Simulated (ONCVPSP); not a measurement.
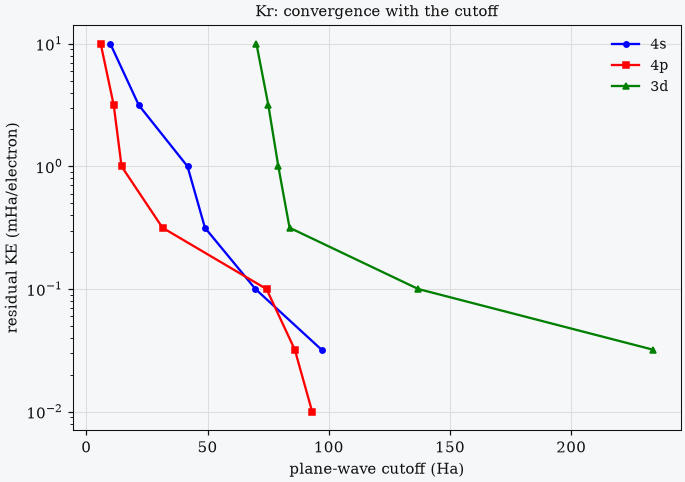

Fig. 1: Residual kinetic energy of the pseudo-waves (the first of each channel, and further valence shells) beyond the plane-wave cutoff, as the generator prints it.

- Hardest wave at 1 mHa per electron: 3d, with rc = 1.05 bohr and qcut = 13.1 1/bohr. The optimisation minimises, but can't always remove, the kinetic energy above qcut²/2 = 85.8 Ha, and a larger rc would as a rule soften the wave at some cost in transferability.
- Cutoffs for the occupied states: 79 Ha for 1 mHa and 137 Ha for 0.1 mHa per electron. The first is set by 3d.
- Cutoffs for 1 mHa per electron: 3d: 79 Ha; 4s: 42 Ha; 4p: 15 Ha. The potential isn't sound: its ghost test gives GHOST(-) flagged for s at -245.0 eV; GHOST(+) flagged for p at 57.0 eV.

**Run report: Kr, pseudopotential generation**

- system: krypton (Kr, Z = 36), core [Ar], reference valence 3d10 4s2 4p4.5 (an ion of charge +1.5), valence charge 18.
- method: ONCV potential, PBE, scalar-relativistic, made with ONCVPSP 4.0.1

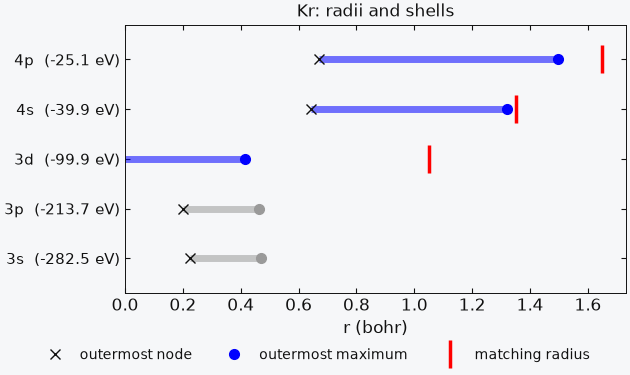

Fig. 2: Outer shells of the all-electron reference atom: each bar runs from the outermost node (or the nucleus) to the outermost maximum of u(r); the tick is the radius chosen for the pseudo-wave. Shells without a tick have no pseudo-wave of their own. Levels, nodes and maxima are from ld1.x, scalar-relativistic.

- Radii against the shells: 3d: 1.05 bohr, outside the maximum; 4s: 1.35 bohr, outside the maximum; 4p: 1.65 bohr, outside the maximum.

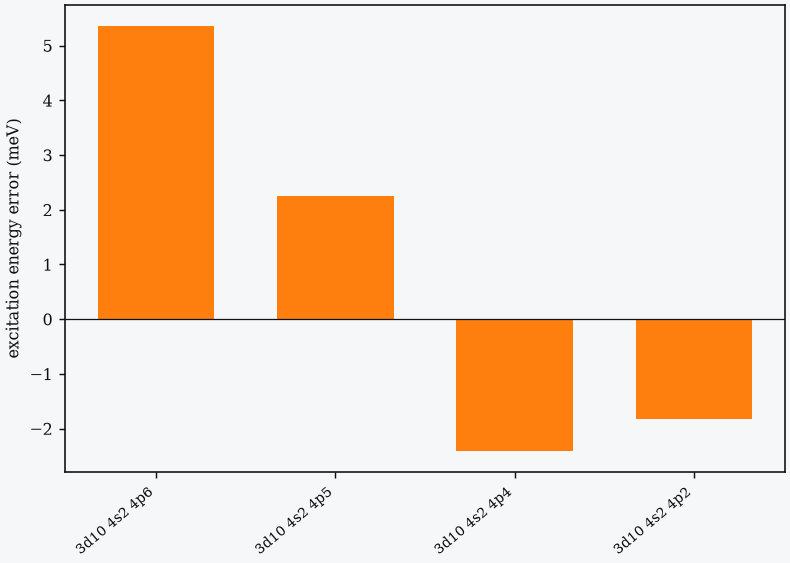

Fig. 3: Errors, all-electron minus pseudo, of the energies of valence configurations relative to the unpolarised reference 3d10 4s2 4p4.5.

- Worst configuration: 3d10 4s2 4p6 (neutral): the error is +5.4 meV on an all-electron energy of -25.45 eV relative to the reference, or 0.021 %.
- Errors in meV: 3d10 4s2 4p6: +5.4; 3d10 4s2 4p5: +2.3; 3d10 4s2 4p4: -2.4; 3d10 4s2 4p2: -1.8.
- Configurations within 10 meV and within 50 meV: 4 and 4 of 4.

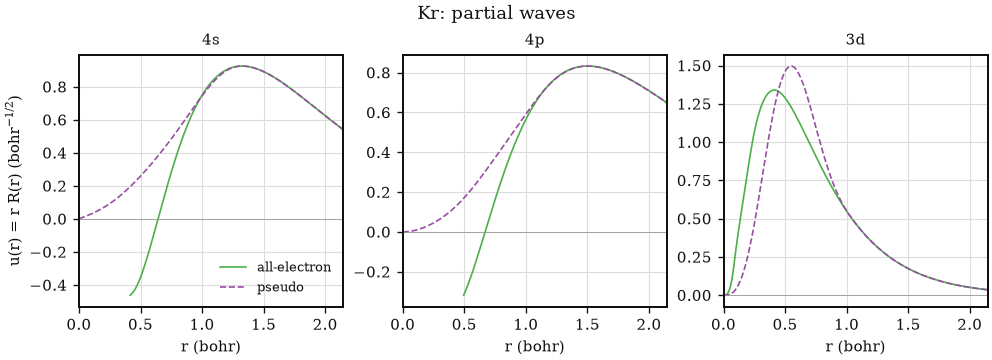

Fig. 4: Pseudo-waves (dashed) against the all-electron radial functions (solid). The innermost oscillations of some all-electron curves aren't drawn. Reference configuration 3d10 4s2 4p4.5.

- Matching radii: 4s at 1.35 bohr; 4p at 1.65 bohr; 3d at 1.05 bohr. The curves merge smoothly, so the plot gives these only roughly.
- Nodes of the pseudo-waves: 4s has no node; 4p has no node; 3d has no node.
- Cutoffs needed: 79 Ha (loose) and 137 Ha (tight), as the cutoffs at which the residual kinetic energy of the hardest occupied pseudo-wave falls to 1 and 0.1 mHa per electron.

Input and output of the run follow.

## The input
```
# ATOM AND REFERENCE CONFIGURATION
# atsym  z   nc   nv     iexc    psfile
  Kr 36.00    5    3        4      upf
#
#   n    l    f
    1    0    2.00
    2    0    2.00
    2    1    6.00
    3    0    2.00
    3    1    6.00
    3    2   10.00
    4    0    2.00
    4    1    4.50
#
# PSEUDOPOTENTIAL AND OPTIMIZATION
# lmax
    2
#
#   l,   rc,      ep,       ncon, nbas, qcut
    0    1.35    0.00    3    6    4.30
    1    1.65    0.00    5    9    5.20
    2    1.05    0.00    3    7   13.10
#
# LOCAL POTENTIAL
# lloc, lpopt,  rc(5),   dvloc0
    4    5    0.65    0.00
#
# VANDERBILT-KLEINMAN-BYLANDER PROJECTORs
# l, nproj, debl
    0    2    2.70
    1    2    2.20
    2    2    1.70
#
# MODEL CORE CHARGE
# icmod, fcfact, rcfact
    3    4.25    1.15
#
# LOG DERIVATIVE ANALYSIS
# epsh1, epsh2, depsh
   -5.00    5.00    0.04
#
# OUTPUT GRID
# rlmax, drl
    6.00    0.01
#
# TEST CONFIGURATIONS
# ncnf
    4
# nvcnf
#   n    l    f
    3
    3    2   10.00
    4    0    2.00
    4    1    6.00
#
    3
    3    2   10.00
    4    0    2.00
    4    1    5.00
#
    3
    3    2   10.00
    4    0    2.00
    4    1    4.00
#
    3
    3    2   10.00
    4    0    2.00
    4    1    2.00
#
```

Run as:
```bash
oncvpsp.x < Kr.dat > Kr.out
```

## The program's output (extracts)
```
ONCVPSP  (Optimized Norm-Conservinng Vanderbilt PSeudopotential)
scalar-relativistic version 4.0.1

#   n    l    f        energy (Ha)
    1    0    2.00    -5.2101215E+02
    2    0    2.00    -6.9203468E+01
    2    1    6.00    -6.1266220E+01
    3    0    2.00    -1.0380759E+01
    3    1    6.00    -7.8530136E+00
    3    2   10.00    -3.6704921E+00
    4    0    2.00    -1.4663696E+00
    4    1    4.50    -9.2381107E-01

Reference configufation results
  iterations    21
  all-electron total energy (Ha)   -2.78933004D+03

Begin loop to  construct optimized pseudo wave functions
and semi-local pseudopoentials for all angular momenta

   Wellstate for l =  0  n =  6
     eigenvalue =   1.2336
     asymptotic potential =   1.7336
     half-point radius =  3.4682

Calculating optimized projector #   1

 for l=   0

    Fraction of norm inside rc  0.405197
    Optimizing pswf for qcut=   4.31 a_B^-1,  ecut=   9.28 Ha
    Residual kinetic energy error=  1.30D-02 Ha

    Energy error per electron        Cutoff
         Ha          eV             Ha
         0.01000     0.27211        9.90
         0.00100     0.02721       41.74
         0.00010     0.00272       69.75

Calculating optimized projector #   2

 for l=   0

    Fraction of norm inside rc  0.060321
    Optimizing pswf for qcut=   4.31 a_B^-1,  ecut=   9.28 Ha
    Residual kinetic energy error=  1.17D-02 Ha

    Energy error per electron        Cutoff
         Ha          eV             Ha
         0.01000     0.27211        9.53
         0.00100     0.02721       23.17
         0.00010     0.00272       66.50
         0.00001     0.00027      113.15

   Wellstate for l =  1  n =  6
     eigenvalue =   1.2762
     asymptotic potential =   1.7762
     half-point radius =  3.8680

Calculating optimized projector #   1

 for l=   1

    Fraction of norm inside rc  0.473699
    Optimizing pswf for qcut=   5.21 a_B^-1,  ecut=  13.57 Ha
    Residual kinetic energy error=  1.34D-03 Ha

    Energy error per electron        Cutoff
         Ha          eV             Ha
         0.01000     0.27211        5.93
         0.00100     0.02721       14.54
         0.00010     0.00272       74.31
         0.00001     0.00027       93.14

Calculating optimized projector #   2

 for l=   1

    Fraction of norm inside rc  0.079787
    Optimizing pswf for qcut=   5.21 a_B^-1,  ecut=  13.57 Ha
    Residual kinetic energy error=  1.36D-03 Ha

    Energy error per electron        Cutoff
         Ha          eV             Ha
         0.01000     0.27211        5.66
         0.00100     0.02721       14.30
         0.00010     0.00272       45.38
         0.00001     0.00027      114.31

WARNING wellstate: negative energy specified for n= 4 l=  2
WARNING scattering state with energy  0.25000000
WARNING will be used for the first projector

   Wellstate for l =  2  n =  5
     eigenvalue =   0.2500
     asymptotic potential =   0.7500
     half-point radius =  5.6034

Calculating optimized projector #   1

 for l=   2

    Fraction of norm inside rc  0.947501
    Optimizing pswf for qcut=  13.11 a_B^-1,  ecut=  85.94 Ha
    Residual kinetic energy error=  2.13D-04 Ha

    Energy error per electron        Cutoff
         Ha          eV             Ha
         0.01000     0.27211       70.16
         0.00100     0.02721       79.19
         0.00010     0.00272      136.91

Calculating optimized projector #   2

 for l=   2

    Fraction of norm inside rc  0.021150
    Optimizing pswf for qcut=  13.11 a_B^-1,  ecut=  85.94 Ha
    Residual kinetic energy error=  7.97D-05 Ha

    Energy error per electron        Cutoff
         Ha          eV             Ha
         0.01000     0.27211       59.56
         0.00100     0.02721       73.74
         0.00010     0.00272       85.08
         0.00001     0.00027      202.28

Construct Vanderbilt / Kleinmman-Bylander projectors

B matrix Hermiticity error, ll=   0
   1   2   -2.1031E-04

  Orthonormal projector coefficients  1.9922E+01  1.8473E+00

B matrix Hermiticity error, ll=   1
   1   2   -1.5082E-04

  Orthonormal projector coefficients  1.2206E+01  1.1331E+00

B matrix Hermiticity error, ll=   2
   1   2   -4.1079E-04

  Orthonormal projector coefficients -1.0821E+01 -6.1376E+00

Model core correction analysis
  based on d2Exc/dn_idn_j

d2excae - all-electron derivatives

   -4.348719D-02   -6.348053D-03   -4.119070D-03
   -6.347856D-03   -3.345236D-02   -2.912347D-02
   -4.119011D-03   -2.912337D-02   -2.879347D-02

d2excps - pseudofunction derivatives with no core correction

   -6.323180D-02   -7.466037D-03   -4.292022D-03
   -7.465940D-03   -3.371024D-02   -2.938406D-02
   -4.292051D-03   -2.938415D-02   -2.891713D-02

rms 2nd derivative error    6.604941E-03

rmatch, rhocmatch    0.4469   91.9414

Teter function model core charge with specified parameters

d2excps - pseudofunction derivatives with core correction

   -5.830822D-02   -7.365418D-03   -4.277738D-03
   -7.365327D-03   -3.370627D-02   -2.938302D-02
   -4.277773D-03   -2.938311D-02   -2.891676D-02

rms 2nd derivative error    4.966534E-03

Pseudoatom total energy -166.359304

Diagnostic tests using Vanderbilt-Kleinman-Bylander pseudopotentials
  1 or more projectors used as specified by nproj input data

   l    rcore       rmatch      e in        delta e   norm test  slope test

   0   1.3514204   1.3924525  -1.4663696   0.0000736   1.0000844   1.0007909
   0   1.3514204   1.3924525   1.2336304   0.0002207   1.0003461   1.0003461

   1   1.6562345   1.7065214  -0.9238111  -0.0000042   1.0000441   1.0000657
   1   1.6562345   1.7065214   1.2761889  -0.0000055   1.0004514   1.0004514

   2   1.0511757   1.0830916  -3.6704921  -0.0001715   1.0001857   1.0001854
   2   1.0511757   1.0830916   0.2500000  -0.0002476   1.0004622   1.0004622

 Testing for bound ghosts
   n   l    E NL Schr. Eq   E Basis Diag.   E Cutoff

       0                       -9.002548     68.46  WARNING - GHOST(-)
   1   0       -1.466296       -1.463273     68.46

   2   1       -0.923815       -0.921821    143.64

   3   2       -3.670664       -3.670456    235.08

 Testing for highly-localized positive-energy ghosts
       l    <radius>/rc     E Basis Diag.   E Cutoff

       1        0.243360        2.092951    143.64  WARNING - GHOST(+)

Test configuration 0

   n   l     f        eae           eps        diff
   1   0  2.0000 -521.01214823
   2   0  2.0000  -69.20346764
   2   1  6.0000  -61.26621977
   3   0  2.0000  -10.38075853
   3   1  6.0000   -7.85301358
   3   2 10.0000   -3.67049213   -3.67066359   -1.71D-04
   4   0  2.0000   -1.46636964   -1.46629603    7.36D-05
   4   1  4.5000   -0.92381107   -0.92381532   -4.25D-06

    Total energies and differences
      AE_ref= -2.78933004D+03  AE_tst= -2.78933004D+03  dif=  0.00D+00
      PS_ref= -1.66359304D+02  PS_tst= -1.66359304D+02  dif=  4.55D-13
      PSP excitation error= -4.55D-13

Test configuration 1

   n   l     f        eae           eps        diff
   1   0  2.0000 -520.32028468
   2   0  2.0000  -68.51808634
   2   1  6.0000  -60.57998449
   3   0  2.0000   -9.70069501
   3   1  6.0000   -7.17311446
   3   2 10.0000   -2.99144784   -2.99644134   -4.99D-03
   4   0  2.0000   -0.84703761   -0.84705426   -1.66D-05
   4   1  6.0000   -0.33983738   -0.33984205   -4.66D-06

    Total energies and differences
      AE_ref= -2.78933004D+03  AE_tst= -2.79026522D+03  dif= -9.35D-01
      PS_ref= -1.66359304D+02  PS_tst= -1.67294676D+02  dif= -9.35D-01
      PSP excitation error=  1.97D-04

Test configuration 2

   n   l     f        eae           eps        diff
   1   0  2.0000 -520.76458366
   2   0  2.0000  -68.95881877
   2   1  6.0000  -61.02119185
   3   0  2.0000  -10.13850823
   3   1  6.0000   -7.61084263
   3   2 10.0000   -3.42870704   -3.43092552   -2.22D-03
   4   0  2.0000   -1.24880826   -1.24878084    2.74D-05
   4   1  5.0000   -0.71839430   -0.71841180   -1.75D-05

    Total energies and differences
      AE_ref= -2.78933004D+03  AE_tst= -2.78974012D+03  dif= -4.10D-01
      PS_ref= -1.66359304D+02  PS_tst= -1.66769458D+02  dif= -4.10D-01
      PSP excitation error=  8.31D-05

Test configuration 3

   n   l     f        eae           eps        diff
   1   0  2.0000 -521.27501550
   2   0  2.0000  -69.46259098
   2   1  6.0000  -61.52582510
   3   0  2.0000  -10.63679031
   3   1  6.0000   -8.10893806
   3   2 10.0000   -3.92592181   -3.92358040    2.34D-03
   4   0  2.0000   -1.69334128   -1.69319396    1.47D-04
   4   1  4.0000   -1.13844009   -1.13840533    3.48D-05

    Total energies and differences
      AE_ref= -2.78933004D+03  AE_tst= -2.78881494D+03  dif=  5.15D-01
      PS_ref= -1.66359304D+02  PS_tst= -1.65844112D+02  dif=  5.15D-01
      PSP excitation error= -8.85D-05

Test configuration 4

   n   l     f        eae           eps        diff
   1   0  2.0000 -522.46470072
   2   0  2.0000  -70.62810182
   2   1  6.0000  -62.69440376
   3   0  2.0000  -11.78212941
   3   1  6.0000   -9.25352128
   3   2 10.0000   -5.06735331   -5.04999159    1.74D-02
   4   0  2.0000   -2.67902844   -2.67801496    1.01D-03
   4   1  2.0000   -2.07387921   -2.07310676    7.72D-04

    Total energies and differences
      AE_ref= -2.78933004D+03  AE_tst= -2.78562197D+03  dif=  3.71D+00
      PS_ref= -1.66359304D+02  PS_tst= -1.62651162D+02  dif=  3.71D+00
      PSP excitation error= -6.72D-05
```

## Summary

- outcome: generated, with a ghost state
- cutoffs needed: 79 Ha and 137 Ha (the cutoffs at which the residual kinetic energy of the hardest occupied pseudo-wave falls to 1 and 0.1 mHa per electron)
- ghost test: GHOST(-) flagged for s at -245.0 eV; GHOST(+) flagged for p at 57.0 eV
- largest excitation error: +5.4 meV (all-electron minus pseudo) for 3d10 4s2 4p6, out of 4 test configurations
- rms error of d²Exc/dni dnj: 6.60 mHa without and 4.97 mHa with the model core
- clearest signs, in the scattering phases, of states that the all-electron atom lacks: p near 2.1 Ha
- range over which the phases arctan(r R′/R) at the test radius agree within 0.05 rad (a looser test near the poles than one of phase shifts): s: over the whole range computed; p: up to about 2.0 Ha; d: over the whole range computed; f: not judged, local potential alone
- hardware: 1 CPU thread, shared host
- wall time: 4 s

## Remarks

The potential has a bound ghost state, so it can't be used as it stands. Warnings of the program, in the generation or the tests: wellstate: negative energy specified for n= 4 l= 2.
